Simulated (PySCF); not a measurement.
# CeH2O2 (Ce(OH)22+): the cost of one run

The runs use PySCF 2.14.0; several levels, as the steps say, no spin–orbit coupling.

2 further runs of the same task are left out: 1 for a known fault of the program, 1 that didn't finish.

### Step 1. The system as given

5 atoms, charge 2, spin multiplicity 1.

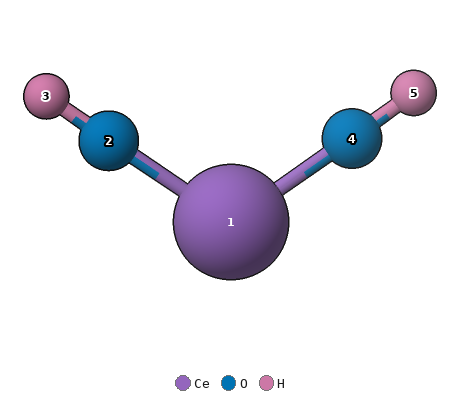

The structure; cerium purple, oxygen blue, hydrogen pink; atoms are numbered from 1 in the order of the file.

Coordinates:

```
Ce    0.0000    0.0000   -0.5314
O     1.5725   -0.0344    0.5264
H     2.3735   -0.0527    1.1045
O    -1.5725    0.0344    0.5264
H    -2.3735    0.0527    1.1045
```

Formal oxidation states: Ce +4. An earlier session relaxed this geometry at PBE0, Ce def2-SVP with ECP28, O def2-SVP, H def2-SVP (singlet, point group C2v).

At PBE0 on the finer grid: E = -625.784789 Eh, HOMO -21.62 eV, LUMO -16.11 eV, Mulliken charge on Ce1 +1.79 e, largest force component 0.008 eV/Å. 

Levels to run: r2SCAN; CAM-B3LYP; PBE0, TZVP. Hardware: 2 threads of Intel Xeon Platinum 8488C (Sapphire Rapids), shared host.

### Step 2. r2SCAN

run.py (the lines that set the calculation) reads:

```python
mol = gto.M(atom='''
Ce     0.00000     0.00000    -0.53145
O      1.57254    -0.03438     0.52636
H      2.37348    -0.05267     1.10451
O     -1.57254     0.03438     0.52636
H     -2.37348     0.05267     1.10451''',
    basis={'Ce': 'def2-SVP', 'O': 'def2-SVP', 'H': 'def2-SVP'},
    ecp={'Ce': 'def2-SVP'},
    charge=2, spin=0)
mf = dft.RKS(mol, xc='R2SCAN')
mf.grids.atom_grid = (75, 302)  # f atoms: unpruned, at least (60, 302)
mf = mf.density_fit()  # fitting sets: Ce def2-universal-JKFIT, O def2-universal-JKFIT, H def2-universal-JKFIT
mf.conv_tol = 1e-08; mf.max_cycle = 55
mf.kernel(dm0)  # dm0: the density of the relaxed state
```

Run with:

```bash
$ OMP_NUM_THREADS=2 python run.py
```

**Question.** How long does this run take on 2 threads of Intel Xeon Platinum 8488C (Sapphire Rapids), shared host?

About 13 s.
